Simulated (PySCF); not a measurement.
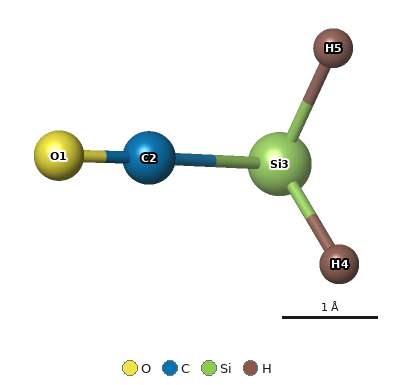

Fig. 1: The structure as given in the input (ball-and-stick view, seen at a tilt; atoms are numbered from 1 in the order of the input). Bond lengths as drawn: C–O 1.13 Å, C–Si 1.87 Å and H–Si 1.51 Å.

**What a change does: single-point calculation on CH2OSi**

System: CH2OSi, SMILES O=C=[SiH2].
Method of run 1: RHF-CCSD(T), frozen core/def2-TZVPP, density fitting (PySCF 2.14.0).

The geometry comes from this level: PBE0-D4/def2-TZVP. Text and figures count atoms from 1; the logs count them from 0 in places.

**Input file, run 1**
```python
import json, numpy as np
from pyscf import gto, scf, dft, mp, cc
EV, BOHR = 27.211386245988, 0.529177210903
mol = gto.M(atom="""
O 0.258600 -1.071738 1.727946
C 0.015189 -0.433276 0.823267
Si -0.625206 0.706792 -0.507489
H -0.437745 -0.457205 -1.457302
H 0.782838 1.258693 -0.574511
""", basis="def2-tzvpp", charge=0, spin=0, max_memory=4335, verbose=0)
def mean_field(mol, dm=None):
    mf = scf.RHF(mol).density_fit()
    mf.conv_tol = 1e-9
    mf.kernel(dm0=dm)
    if not mf.converged: mf = mf.newton().run(mf.mo_coeff, mf.mo_occ)
    assert mf.converged
    return mf
def d4(mol):
    return 0.0, np.zeros((5, 3))
def energy_and_gradient(mol, dm=None):
    mf = mean_field(mol, dm); e, g = d4(mol)
    return mf, (mf.e_tot + e) * EV, (mf.nuc_grad_method().kernel()[:5] + g) * EV / BOHR
out = {}
mf = mean_field(mol); frozen = 7
print(f"Hartree-Fock energy {mf.e_tot * EV:.6f} eV")
m2 = mp.MP2(mf, frozen=frozen or None).run()
out.update(reference=mf.e_tot * EV, same_spin=m2.e_corr_ss * EV, opposite_spin=m2.e_corr_os * EV, energy=m2.e_tot * EV, converged=True, frozen=frozen)
print(f"MP2 correlation {m2.e_corr * EV:.6f} eV")
c = cc.CCSD(mf, frozen=frozen or None); c.conv_tol = 1e-7; c.max_cycle = 80; eris = c.ao2mo(); c.kernel(eris=eris); t = c.ccsd_t(eris=eris)
t1 = c.t1 if isinstance(c.t1, tuple) else (c.t1, c.t1); t2 = c.t2 if isinstance(c.t2, tuple) else (c.t2,)
T1 = np.sqrt(sum((a**2).sum() for a in t1) / 2 / (mol.nelectron - 2 * frozen))
print(f"CCSD correlation {c.e_corr * EV:.6f} eV, (T) {t * EV:.6f} eV, T1 diagnostic {T1:.4f}")
out.update(ccsd=c.e_corr * EV, triples=t * EV, t1=T1, largest_double=max(abs(a).max() for a in t2 if a.size), energy=(c.e_tot + t) * EV, converged=bool(c.converged))
out['triplet_stable'] = bool(mf.stability(internal=False, external=True, return_status=True)[3])
out['s2'] = mf.spin_square()[0]; out['nelec'] = mol.nelec
print(f"Total energy {out['energy']:.6f} eV, <S^2> {out['s2']:.4f}")
json.dump(out, open("out.json", "w"), default=float)
```

Launched with:
```bash
OMP_NUM_THREADS=2 python run.py
```

Hardware: 2 threads of Arm Neoverse V1, 23 GiB of memory available, shared host.

**Output (run 1)**
```
Hartree-Fock energy -10961.433388 eV
MP2 correlation -13.382281 eV
CCSD correlation -13.937824 eV, (T) -0.702193 eV, T1 diagnostic 0.0212
Total energy -10976.073405 eV, <S^2> 0.0000
```

For run 2 the input was changed thus:
```diff
-O 0.258600 -1.071738 1.727946
-C 0.015189 -0.433276 0.823267
-Si -0.625206 0.706792 -0.507489
-H -0.437745 -0.457205 -1.457302
-H 0.782838 1.258693 -0.574511
+O 0.593233 -1.223701 1.273357
+C -0.059635 -0.271760 0.608451
+Si -1.044950 0.707250 -0.323632
+H 0.448888 -1.125018 2.221548
+H 0.582221 0.720478 0.382019
```

How does run 2 compare with run 1?

With the same method and basis, run 2 lies 33.0 kcal/mol higher.

**Output (run 2)**
```
Hartree-Fock energy -10959.703763 eV
MP2 correlation -13.747576 eV
CCSD correlation -14.239100 eV, (T) -0.699675 eV, T1 diagnostic 0.0168
Total energy -10974.642538 eV, <S^2> 0.0000
```

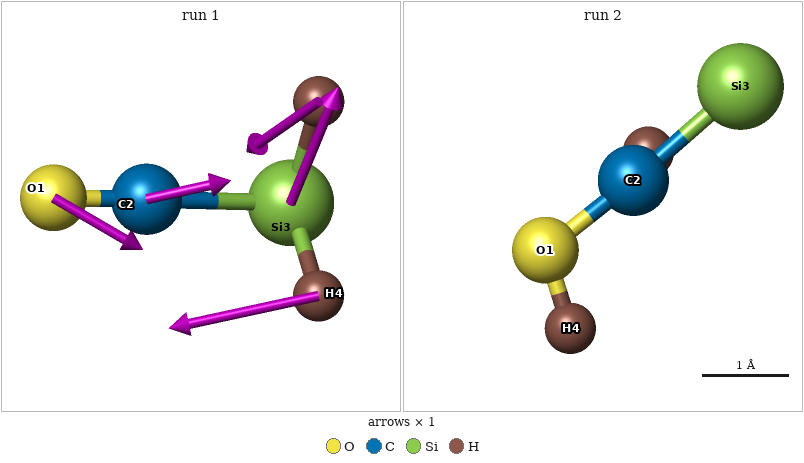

Fig. 2: The two input geometries at one scale (ball-and-stick view, seen at a tilt). The pink arrows on the first give the shifts of the atoms after the best rigid fit, at true length. The atom that moves furthest after the best rigid fit is an H atom (1.80 Å). By element the largest moves are H 1.80 Å, Si 1.75 Å, O 1.22 Å, C 1.03 Å. Among the contacts that change: H–O 3.318 → 0.964 Å, H–Si 1.514 → 3.474 Å, C–H 2.325 → 1.203 Å, H–Si 1.514 → 1.774 Å.

**The two runs side by side**

```csv
quantity,run 1,run 2
outcome,converged,converged
total energy (hartree),−403.363258,−403.310674
wall time (shared host),1.8 min,97 s
```
